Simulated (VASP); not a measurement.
Band structure of TaS (relaxed from the CsCl type structure, space group Pm-3m). Method: PBE GGA, VASP's PBE PAW potentials (set 64) (plane waves; VASP).

Unless said otherwise, spin-orbit coupling is left out, though it shifts the bands of the heavy elements here.

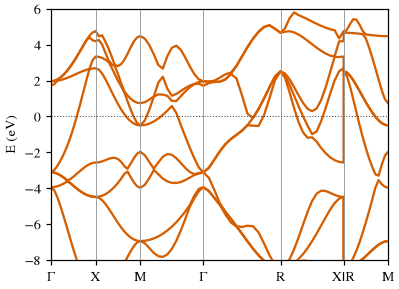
Figure. Bands along high-symmetry lines, zero at the valence-band maximum or, without a gap, the Fermi level

Read the plot: is there a gap, and where are the band edges?

It has no gap at this level: it comes out as a metal or semimetal. (Edges off the drawn lines would not show.)

The structure was generated: TaS was put into the CsCl type type (Pm-3m), which need not be its known phase. It was relaxed first, which changed the volume by -36 %. The electron count is odd and the run is not spin-polarised, which forces a metal.
